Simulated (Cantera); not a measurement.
A closed system holds: 1 mol MgO, 0.021 mol Cl₂, a varied amount of O₂, equilibrated at 1275 K and 4.40 bar.

Equilibrium computed with Cantera from the NASA thermochemical tables; the gas is ideal and each condensed phase is pure. Candidate condensed phases: Mg, MgCl₂, MgO; 11 gas species. Equilibrium is a limit: real reactors are often held back by kinetics, nucleation or transport.

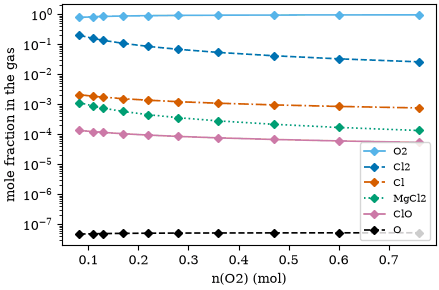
Equilibrium gas composition (values under 1e-9 drawn at 1e-9)

From 0.082 mol O₂ to 0.76 mol O₂ the condensed part is MgO(s). The main Mg-bearing gas is MgCl₂ throughout.
